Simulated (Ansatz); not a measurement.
Input file:

```
crystal:
  lattice:
    - [5.431, 0.0, 0.0]
    - [0.0, 5.431, 0.0]
    - [0.0, 0.0, 5.431]
  atoms:
    - { symbol: Ni, position: [0.0, 0.0, 0.0] }
    - { symbol: Ni, position: [0.0, 0.5, 0.5] }
    - { symbol: Ni, position: [0.5, 0.0, 0.5] }
    - { symbol: Ni, position: [0.5, 0.5, 0.0] }
    - { symbol: Ni, position: [0.25, 0.25, 0.25] }
    - { symbol: Si, position: [0.75, 0.75, 0.75] }
    - { symbol: Si, position: [0.25, 0.75, 0.75] }
    - { symbol: Si, position: [0.75, 0.25, 0.25] }
    - { symbol: Si, position: [0.75, 0.25, 0.75] }
    - { symbol: Si, position: [0.25, 0.75, 0.25] }
    - { symbol: Si, position: [0.75, 0.75, 0.25] }
    - { symbol: Si, position: [0.25, 0.25, 0.75] }
scf:
  occupations: { method: methfessel_paxton, width: 0.1 }
output:
  forces: true
  stress: true
  eigenvalues: true
  write_density: true
  write_potential: true
  elf: true
  volumetric_format: npy
kpoints:
  mp_grid: { grid: [8, 8, 8] }
hamiltonian:
  xc: pbesol
relax:
  f_tol: 0.01
  adjacent_minimum: "off"
  cell: { stress_tol: 0.05, fix: [shape] }
```

Launched as:

```sh
ansatz run input.yaml --threads 8 --pin off --max-ram 16384MiB --backend cpu --events-out ev --progress --plain --runs-dir out
```

Below, planes, directions and counts refer to the conventional cell (a = 5.35 Å, b = 5.35 Å, c = 5.35 Å, α = 90.00°, β = 90.00°, γ = 90.00°).

The fields are those of the relaxed geometry.

Space group P-43m; a generated structure, not necessarily the stable one; computed without spin polarisation.

The calculation used DFT PBEsol, scalar-relativistic, plane waves, PAW in Ansatz.

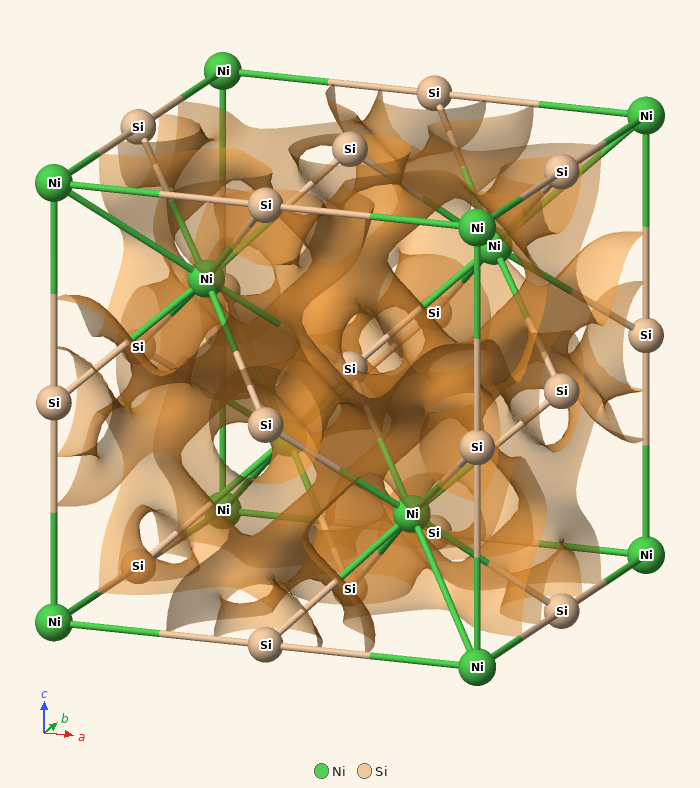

Si7Ni5. Isosurface of the electron localisation function at 0.55 (orange), seen slightly off an axis. Only the valence region is drawn (cores and ρ < 0.01 e/Å³ removed). Sticks mark near contacts.

In a PAW calculation such maps are meaningful between the atoms, not at the nuclei.

What do the ELF domains correspond to?

At this value the surface marks out one network that runs through the whole crystal, counted in one cell of 12 atoms. Regions shared between cells count once. Along the contacts the grid gives the following. Si–Ni (2.25 Å): the ELF peaks at about 0.75 in the valence shell of Si, 0.8 Å from its nucleus, and is about 0.55 at the midpoint. Ni–Ni (2.38 Å): the ELF is about 0.25 at the midpoint: no localised pair shows between them.
